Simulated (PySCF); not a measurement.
Sn(Cl)3(Ph), SMILES [Cl][Sn]([Cl])([Cl])[c]1ccccc1, GFN2-xTB optimised geometry. Atoms within 1.6 Å of the plane z = 0.6 Å (x, y, z in Å): Cl1 (-3.50, -1.70, 1.87), Sn2 (-2.57, -0.63, 0.00), Cl3 (-3.48, 1.53, 0.00), C5 (-0.34, -0.63, 0.00), C6 (0.33, -1.53, -0.81), C7 (1.71, -1.53, -0.80), C8 (2.40, -0.64, 0.01), C9 (1.71, 0.25, 0.82), C10 (0.32, 0.26, 0.82), H13 (3.48, -0.64, 0.02), H14 (2.24, 0.94, 1.45), H15 (-0.22, 0.95, 1.44).

Method: B3LYP/def2-TZVP, def2 effective core potentials past Kr in PySCF. The core electrons that the potentials of Sn replace are not part of the density. Cells within 0.4 Å of a nucleus heavier than hydrogen are left out (blank, or x).

Map of the electron localisation function on the plane z = 0.6 Å:

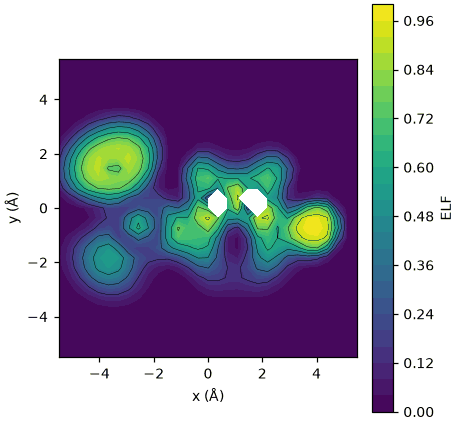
Electron localisation function on the plane z = 0.6 Å.
